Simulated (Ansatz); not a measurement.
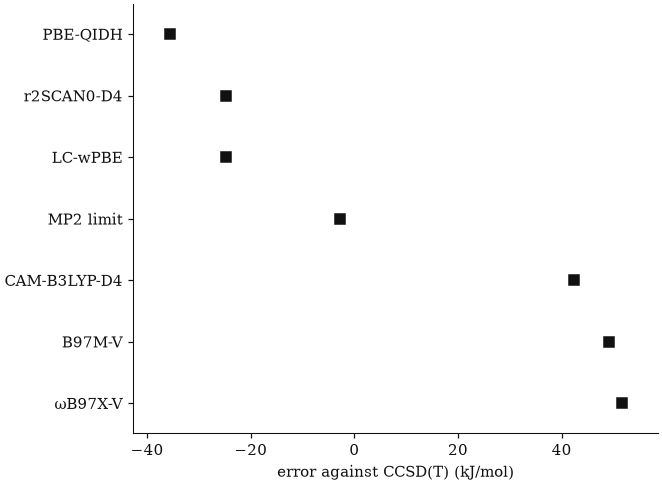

Error in the electronic atomisation energy (method less reference, so positive means overbinding) of BSiPNH₇, SMILES BP(N)[SiH3]: functionals in def2-TZVPP against frozen-core CCSD(T) at the limit (MP2 extrapolated from triple and quadruple zeta, plus CCSD(T) less MP2 in a smaller set), which gives 3394.3 kJ/mol, at a PBE0-D4/def2-TZVP geometry (a minimum by its frequencies), no zero-point or spin-orbit term, the Ansatz code. The reference leaves out core correlation, a term that grows with the number of heavy atoms. PBE-QIDH holds a correlation term that converges slowly with the basis, so part of the distance to the limit is basis error. No dispersion term is added to PBE-QIDH and LC-wPBE. Limit means the basis limit.

> What range do the values span?

From −35.7 kJ/mol (PBE-QIDH) to 51.6 kJ/mol (ωB97X-V).

> Give the values.

| level | kJ/mol |
| --- | --- |
| PBE-QIDH | −35.7 |
| r2SCAN0-D4 | −24.8 |
| LC-wPBE | −24.7 |
| MP2 limit | −2.7 |
| CAM-B3LYP-D4 | 42.4 |
| B97M-V | 49.1 |
| ωB97X-V | 51.6 |
